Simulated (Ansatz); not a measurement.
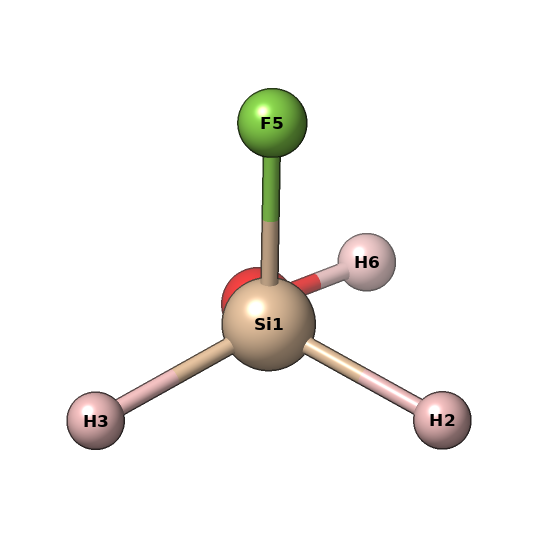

O4 lies behind Si1. The molecule seen nearly along the Si1–O4 bond, Si1 in front. Atoms fade into the background with distance from the viewer. Computed geometry: PBE0-D4/def2-TZVP optimisation.

**What is the torsion angle F5–Si1–O4–H6? The sign is positive where the front bond must turn clockwise to cover the back bond.**

72°, synclinal (gauche).
